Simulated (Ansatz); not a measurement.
## Run report: WH$_{6}$F, geometry relaxation

- system: WH$_{6}$F, multiplicity 2
- method: UKS PBE-D4/def2-SVP (Ansatz 0.2.0)

The input holds or restrains some coordinates. It belongs to a series of runs on one base structure; here: pulled along the bonds that form and break, towards end A. Figures and captions count atoms from 1; the log counts them from 0 in places.

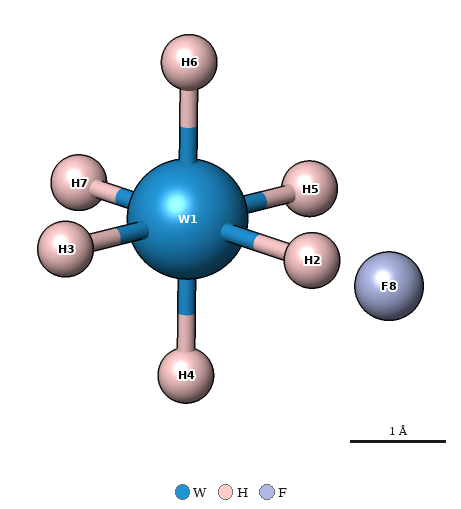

Fig. 1: The input geometry (ball-and-stick view, seen at a tilt; atoms are numbered from 1 in the order of the input). Sticks mark near contacts.

**Results in brief**

| quantity | value |
| --- | --- |
| outcome | converged under the restraints of the input |
| total energy | −4628.6591 eV |
| mean-field energy | −4628.5493 eV |
| ⟨S²⟩ | 0.754 |
| largest force (length of the vector) at the end, held atoms and coordinates included | 1.047 eV/Å |
| hardware | 2 threads of Arm Neoverse V1, 24 GiB of memory available, shared host |
| wall time | 2.3 min (CPU time 4.5 min) |
| peak memory | 0.2 GiB |

**The input**
```yaml
crystal:
  periodic: [false, false, false]
  atoms:
    - { symbol: W, position_ang: [0.0, 0.0, 0.0] }
    - { symbol: H, position_ang: [0.0, 0.0, 1.97] }
    - { symbol: H, position_ang: [1.72, 0.0, 0.0] }
    - { symbol: H, position_ang: [0.0, 1.72, 0.0] }
    - { symbol: H, position_ang: [-1.72, 0.0, 0.0] }
    - { symbol: H, position_ang: [0.0, -1.72, 0.0] }
    - { symbol: H, position_ang: [0.0, 0.0, -1.72] }
    - { symbol: F, position_ang: [0.0, 0.0, 3.19] }
magnetization:
  spin_polarized: true
  initial_magnetization: 1
basis:
  gaussian: { orbitals: def2-SVP }
hamiltonian:
  xc: pbe
  dispersion: d4
relax:
  f_tol: 0.15
  max_steps: 25
  restrain:
    - { distance: [1, 7], at: 2.12, k: 30.0 }
    - { distance: [0, 1], at: 1.72, k: 30.0 }
```

Run as:
```bash
ansatz run input.yaml --threads 2 --pin off --max-ram 3072MiB --backend cpu --events-out ev --progress --plain --runs-dir out
```

**What the program printed**
```
The last accepted step is kept in [file] (removed where the run ends without a failure and the disk answers)
Engine: ansatz 0.2.0, aarch64-unknown-linux-gnu
Functional definition: PBE
  parameter kappa = 0.804
  parameter beta = 0.06672455060314922
  exchange = pbe_x(kappa = kappa, mu = beta*pi^2/3)
  correlation = pbe_c(beta = beta)
803 factors; their error is unknown
mean field evaluation 1: about -4621.5975 eV, gradient 2.7e1 eV
mean field evaluation 2: about -4473.9991 eV, gradient 1.7e2 eV
mean field evaluation 4: about -4623.8651 eV, gradient 2.2e1 eV
mean field evaluation 8: about -4625.2758 eV, gradient 9.7e0 eV
mean field evaluation 16: about -4626.2375 eV, gradient 2.4e0 eV
mean field evaluation 32: about -4626.3004 eV, gradient 3.0e-5 eV
mean field evaluation 64: about -4625.7511 eV, gradient 2.8e-1 eV
mean field evaluation 96: about -4624.5311 eV, gradient 1.0e1 eV
mean field evaluation 128: about -4625.7971 eV, gradient 3.8e-1 eV
mean field evaluation 160: about -4625.6491 eV, gradient 2.7e-1 eV
mean field evaluation 192: about -4625.7076 eV, gradient 7.3e-1 eV
mean field evaluation 224: about -4625.9609 eV, gradient 8.1e-1 eV
mean field evaluation 256: about -4623.4331 eV, gradient 1.4e1 eV
mean field evaluation 288: about -4623.8176 eV, gradient 1.0e1 eV
mean field evaluation 320: about -4625.9974 eV, gradient 1.8e0 eV
mean field -4626.30042424 eV, -170.0134047717 hartree, gradient 1.2e-8 eV, S^2 1.675982; 16 other end points of the search recorded, 0 dependent functions left out
the calculation of the forces begins
reference -4626.30048572 eV, -170.0134070311 hartree; 15, 14 occupied and 61, 62 virtual orbitals, 803 factors
WARN: the results are in doubt because the forces break the atoms' symmetry
relax step   1: F+E_penalty+E_count = -4626.41589389 eV  Δ(F+E_penalty+E_count) = +0.000e0 eV  max|allowed force component| = 6.169e0 eV/Å  E_restraint = 13.08750000 eV  max|allowed force component, restraints' pulls added| = 2.833e1 eV/Å  Δτ_max = 0.0000 Å  (1379 SCF iters, accepted)
  distance H 1 - F 7 = 1.2200 Å
  distance W 0 - H 1 = 1.9700 Å
these checks for a lower state are left out or cut short: starts, cluster_reference, orbital_swaps, neighbouring_geometries, increment
803 factors; their error is unknown
mean field evaluation 352: about -4624.9610 eV, gradient 2.4e-7 eV
mean field -4624.96098818 eV, -169.9641814044 hartree, gradient 8.2e-10 eV, S^2 1.604799; 1 other end points of the search recorded, 0 dependent functions left out
[... from here on the field's lines of each further geometry are left out, up to the last ...]
relax step   2: F+E_penalty+E_count = -4625.07010365 eV  Δ(F+E_penalty+E_count) = +1.346e0 eV  max|allowed force component| = 5.642e0 eV/Å  E_restraint = 5.20678164 eV  max|allowed force component, restraints' pulls added| = 1.436e1 eV/Å  Δτ_max = 0.1944 Å  (235 SCF iters, accepted)
WARN: the results are in doubt because the forces break the atoms' symmetry
relax step   3: F+E_penalty+E_count = -4624.52357853 eV  Δ(F+E_penalty+E_count) = +5.465e-1 eV  max|allowed force component| = 5.407e0 eV/Å  E_restraint = 0.72475355 eV  max|allowed force component, restraints' pulls added| = 4.989e0 eV/Å  Δτ_max = 0.1984 Å  (329 SCF iters, accepted)
relax step   4: F+E_penalty+E_count = -4625.94753587 eV  Δ(F+E_penalty+E_count) = -1.424e0 eV  max|allowed force component| = 2.746e0 eV/Å  E_restraint = 0.05296311 eV  max|allowed force component, restraints' pulls added| = 2.746e0 eV/Å  Δτ_max = 0.1945 Å  (192 SCF iters, accepted)
relax step   5: F+E_penalty+E_count = -4627.47945196 eV  Δ(F+E_penalty+E_count) = -1.532e0 eV  max|allowed force component| = 2.240e0 eV/Å  E_restraint = 0.11406100 eV  max|allowed force component, restraints' pulls added| = 3.149e0 eV/Å  Δτ_max = 0.1912 Å  (622 SCF iters, accepted)
relax step   6: F+E_penalty+E_count = -4628.11048225 eV  Δ(F+E_penalty+E_count) = -6.310e-1 eV  max|allowed force component| = 1.952e0 eV/Å  E_restraint = 0.01741764 eV  max|allowed force component, restraints' pulls added| = 9.304e-1 eV/Å  Δτ_max = 0.0974 Å  (85 SCF iters, accepted)
relax step   7: F+E_penalty+E_count = -4628.45049795 eV  Δ(F+E_penalty+E_count) = -3.400e-1 eV  max|allowed force component| = 8.213e-1 eV/Å  E_restraint = 0.03927711 eV  max|allowed force component, restraints' pulls added| = 1.295e0 eV/Å  Δτ_max = 0.1500 Å  (100 SCF iters, accepted)
relax step   8: F+E_penalty+E_count = -4628.64227240 eV  Δ(F+E_penalty+E_count) = -1.918e-1 eV  max|allowed force component| = 1.129e0 eV/Å  E_restraint = 0.01632539 eV  max|allowed force component, restraints' pulls added| = 4.036e-1 eV/Å  Δτ_max = 0.1630 Å  (65 SCF iters, accepted)
relax step   9: F+E_penalty+E_count = -4628.65554263 eV  Δ(F+E_penalty+E_count) = -1.327e-2 eV  max|allowed force component| = 1.075e0 eV/Å  E_restraint = 0.01190816 eV  max|allowed force component, restraints' pulls added| = 1.995e-1 eV/Å  Δτ_max = 0.0607 Å  (62 SCF iters, accepted)
the calculation of the forces begins
reference -4628.54927845 eV, -170.0960486395 hartree; 15, 14 occupied and 61, 62 virtual orbitals, 803 factors
relax step  10: F+E_penalty+E_count = -4628.65905096 eV  Δ(F+E_penalty+E_count) = -3.508e-3 eV  max|allowed force component| = 1.047e0 eV/Å  E_restraint = 0.01057852 eV  max|allowed force component, restraints' pulls added| = 1.022e-1 eV/Å  Δτ_max = 0.0336 Å  (76 SCF iters, accepted)
  distance H 1 - F 7 = 2.0946 Å
  distance W 0 - H 1 = 1.7277 Å
803 factors; their error is unknown
mean field evaluation 640: about -4626.3774 eV, gradient 1.4e1 eV
mean field evaluation 672: about -4628.1547 eV, gradient 6.6e0 eV
mean field evaluation 704: about -4616.6005 eV, gradient 2.8e1 eV
```

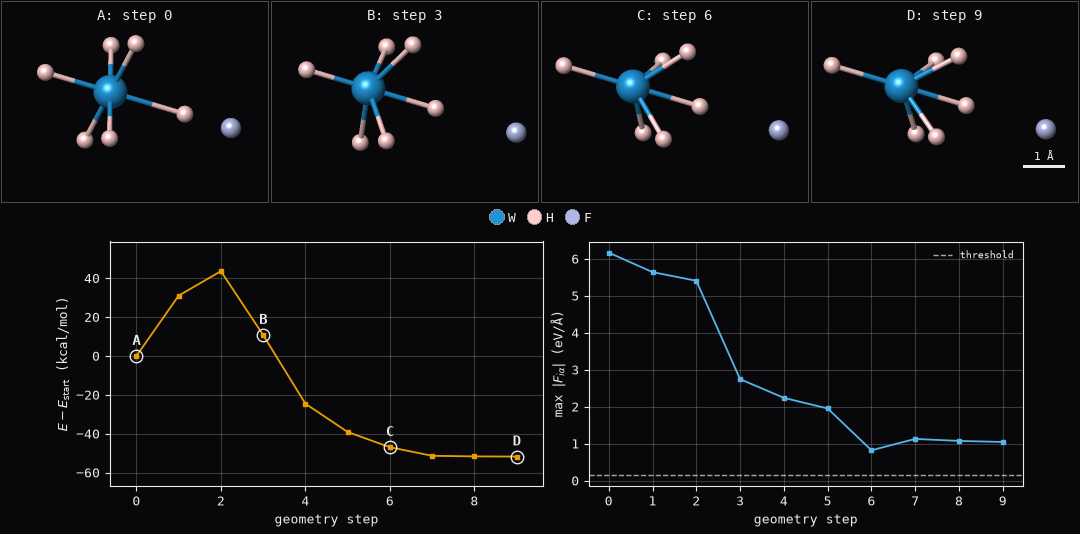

Fig. 2: Frames of the restrained relaxation (ball-and-stick view, seen at a tilt) above the curves, on which the letters mark them (the first geometry is step 0 here and step 1 in the log).

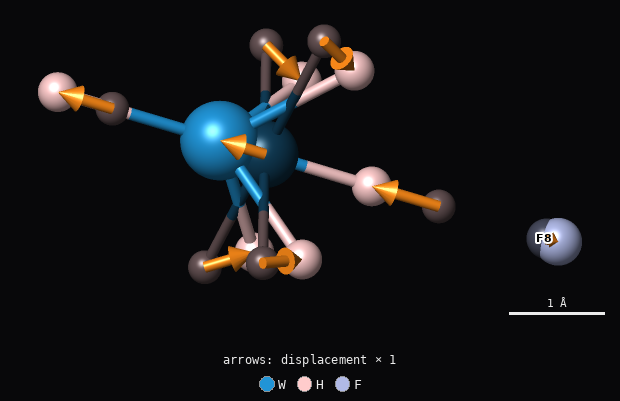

Fig. 3: Start (faint) and end (solid) with the displacements as orange arrows, at true length (ball-and-stick view, seen at a tilt). The two geometries are laid on each other by the best rigid fit. The atom that moves furthest after the best rigid fit is H2 (0.76 Å). By element the largest moves are H 0.76 Å, W 0.52 Å, F 0.13 Å. Among the contacts that change: W1–H2 1.970 → 1.728 Å, W1–H7 1.720 → 1.830 Å, W1–H5 1.720 → 1.676 Å, W1–H3 1.720 → 1.688 Å. Among the angles that change: H3–W1–H5 180.0° → 110.2°, H3–W1–H7 90.0° → 126.0°, H2–W1–H3 90.0° → 55.2°. After 9 geometry steps the energy has fallen by 51.7 kcal/mol. Largest force component: 6.2 eV/Å at the start, 1 eV/Å at the end. (Atoms are counted from 1 in the order of the input.)

```
mean field -4628.54922760 eV, -170.0960467710 hartree, gradient 3.3e-6 eV, S^2 0.753715; 11 other end points of the search recorded, 0 dependent functions left out
the calculation of the forces begins
reference -4628.54927845 eV, -170.0960486395 hartree; 15, 14 occupied and 61, 62 virtual orbitals, 803 factors
Total energy: -4628.65910180 eV, -170.1000845734 hartree
Atom 0 at     0.027304     0.027304    -0.514268 Å, force     0.012751     0.012751    -0.333220 eV/Å
Atom 1 at    -0.002599    -0.002599     1.212918 Å, force    -0.005607    -0.005607     1.046507 eV/Å
Atom 2 at     1.393771    -0.069302     0.471380 Å, force    -0.023862     0.034363     0.030150 eV/Å
Atom 3 at    -0.069302     1.393771     0.471380 Å, force     0.034363    -0.023862     0.030149 eV/Å
Atom 4 at    -1.364352    -0.038594     0.418032 Å, force    -0.016207     0.001042     0.031542 eV/Å
Atom 5 at    -0.038594    -1.364352     0.418032 Å, force     0.001042    -0.016207     0.031542 eV/Å
Atom 6 at     0.019501     0.019501    -2.344328 Å, force     0.003787     0.003787    -0.031115 eV/Å
Atom 7 at     0.034270     0.034271     3.306855 Å, force    -0.006268    -0.006268    -0.805556 eV/Å
Dipole moment:     0.015805     0.015805    -0.816090 e Å
```

**Trajectory as extended XYZ (Å, eV, eV/Å), 10 frames, from step=1 to step=10**
```
8
Properties=species:S:1:pos:R:3:forces:R:3 step=1 energy=-4626.41589
W     0.0000    0.0000    0.0000    0.0000   0.0000  -3.1215
H     0.0000    0.0000    1.9700    0.0000   0.0000   6.1687
H     1.7200    0.0000    0.0000    1.6725   0.4325   0.5033
H     0.0000    1.7200    0.0000    0.4325   1.6725   0.5033
H    -1.7200    0.0000    0.0000   -1.6725  -0.4325   0.5033
H     0.0000   -1.7200    0.0000   -0.4325  -1.6725   0.5033
H     0.0000    0.0000   -1.7200    0.0000   0.0000   0.3741
F     0.0000    0.0000    3.1900    0.0000   0.0000  -5.4346
8
Properties=species:S:1:pos:R:3:forces:R:3 step=2 energy=-4625.07010
W     0.0000    0.0000   -0.0279    0.0000   0.0000  -2.9872
H     0.0000    0.0000    1.7756    0.0000   0.0000   5.6420
H     1.7801    0.0214    0.0237    0.6472   0.3645   0.5682
H     0.0214    1.7801    0.0237    0.3645   0.6472   0.5682
H    -1.7801   -0.0214    0.0237   -0.6472  -0.3645   0.5682
H    -0.0214   -1.7801    0.0237   -0.3645  -0.6472   0.5682
H     0.0000    0.0000   -1.7150    0.0000   0.0000  -0.4680
F     0.0000    0.0000    3.3124    0.0000   0.0000  -4.4596
8
Properties=species:S:1:pos:R:3:forces:R:3 step=3 energy=-4624.52358
W     0.0000    0.0000   -0.1238   -0.0585  -0.0585  -5.4067
H     0.0000    0.0000    1.6101    0.0989   0.0989   3.5446
H     1.7917    0.0387    0.0561   -0.0939  -0.0387   1.4779
H     0.0387    1.7917    0.0561   -0.0387  -0.0939   1.4779
H    -1.7917   -0.0387    0.0561    0.0993  -0.0704   1.4505
H    -0.0387   -1.7917    0.0561   -0.0704   0.0993   1.4505
H     0.0000    0.0000   -1.7814    0.0629   0.0629  -2.1159
F     0.0000    0.0000    3.5108    0.0004   0.0004  -1.8789
8
Properties=species:S:1:pos:R:3:forces:R:3 step=4 energy=-4625.94754
W    -0.0026   -0.0026   -0.3183    0.0170   0.0170  -2.1502
H     0.0079    0.0079    1.4580    0.0430   0.0430   2.0014
H     1.7727    0.0295    0.1652   -1.5232  -0.0918   0.9777
H     0.0295    1.7727    0.1652   -0.0918  -1.5232   0.9777
H    -1.7741   -0.0385    0.1632    1.4956   0.0013   0.9949
H    -0.0385   -1.7741    0.1632    0.0013   1.4956   0.9949
H     0.0050    0.0050   -1.9534    0.0500   0.0500  -2.7461
F     0.0001    0.0001    3.5968    0.0080   0.0080  -1.0503
8
Properties=species:S:1:pos:R:3:forces:R:3 step=5 energy=-4627.47945
W     0.0008    0.0008   -0.4556   -0.0127  -0.0127   1.5094
H     0.0049    0.0049    1.3191   -0.0007  -0.0007   1.2285
H     1.6424    0.0408    0.2982   -1.5527  -0.1157   0.0895
H     0.0408    1.6424    0.2982   -0.1157  -1.5527   0.0895
H    -1.6413   -0.0578    0.2993    1.5701   0.0888   0.0852
H    -0.0578   -1.6413    0.2993    0.0888   1.5701   0.0852
H     0.0086    0.0086   -2.1255    0.0163   0.0163  -2.2396
F     0.0016    0.0016    3.5070    0.0066   0.0066  -0.8477
8
Properties=species:S:1:pos:R:3:forces:R:3 step=6 energy=-4628.11048
W     0.0008    0.0008   -0.4222    0.0208   0.0208  -1.9525
H     0.0047    0.0047    1.3319   -0.0052  -0.0052   1.1162
H     1.5493    0.0323    0.3216   -0.6803  -0.0897   0.5642
H     0.0323    1.5493    0.3216   -0.0897  -0.6803   0.5642
H    -1.5468   -0.0518    0.3224    0.6968   0.0474   0.5627
H    -0.0518   -1.5468    0.3224    0.0474   0.6968   0.5627
H     0.0095    0.0095   -2.2090    0.0040   0.0040  -0.5502
F     0.0021    0.0021    3.4513    0.0062   0.0062  -0.8673
8
Properties=species:S:1:pos:R:3:forces:R:3 step=7 energy=-4628.45050
W     0.0347    0.0347   -0.4746   -0.2577  -0.2577  -0.1737
H     0.0483    0.0483    1.2942   -0.0482  -0.0482   0.6779
H     1.5249   -0.0590    0.3826   -0.6017  -0.0698   0.1398
H    -0.0590    1.5249    0.3826   -0.0698  -0.6017   0.1398
H    -1.4502   -0.1495    0.3826    0.7742   0.1856   0.0138
H    -0.1495   -1.4502    0.3826    0.1856   0.7742   0.0138
H     0.0346    0.0346   -2.3089    0.0058   0.0058   0.0101
F     0.0161    0.0161    3.3989    0.0118   0.0118  -0.8213
8
Properties=species:S:1:pos:R:3:forces:R:3 step=8 energy=-4628.64227
W     0.0409    0.0409   -0.5155   -0.0031  -0.0031  -0.4555
H     0.0275    0.0275    1.2061   -0.0103  -0.0102   1.1287
H     1.4022   -0.1299    0.4630    0.0951   0.0418   0.0241
H    -0.1299    1.4022    0.4630    0.0418   0.0951   0.0241
H    -1.3130   -0.0999    0.4455   -0.2036   0.0900  -0.0084
H    -0.0999   -1.3130    0.4455    0.0900  -0.2036  -0.0084
H     0.0400    0.0400   -2.3606   -0.0113  -0.0113   0.1118
F     0.0322    0.0322    3.2931    0.0014   0.0014  -0.8163
8
Properties=species:S:1:pos:R:3:forces:R:3 step=9 energy=-4628.65554
W     0.0322    0.0322   -0.5120    0.0132   0.0132  -0.3858
H     0.0147    0.0147    1.2141   -0.0190  -0.0190   1.0747
H     1.4043   -0.0999    0.4622   -0.0106   0.0447   0.0401
H    -0.0999    1.4043    0.4622    0.0447  -0.0106   0.0401
H    -1.3518   -0.0578    0.4252   -0.0360   0.0137   0.0325
H    -0.0578   -1.3518    0.4252    0.0137  -0.0360   0.0325
H     0.0274    0.0274   -2.3433   -0.0049  -0.0049  -0.0256
F     0.0310    0.0310    3.3065   -0.0012  -0.0012  -0.8085
8
Properties=species:S:1:pos:R:3:forces:R:3 step=10 energy=-4628.65905
W     0.0273    0.0273   -0.5143    0.0128   0.0128  -0.3332
H    -0.0026   -0.0026    1.2129   -0.0056  -0.0056   1.0465
H     1.3938   -0.0693    0.4714   -0.0239   0.0344   0.0301
H    -0.0693    1.3938    0.4714    0.0344  -0.0239   0.0301
H    -1.3644   -0.0386    0.4180   -0.0162   0.0010   0.0315
H    -0.0386   -1.3644    0.4180    0.0010  -0.0162   0.0315
H     0.0195    0.0195   -2.3443    0.0038   0.0038  -0.0311
F     0.0343    0.0343    3.3069   -0.0063  -0.0063  -0.8056
```
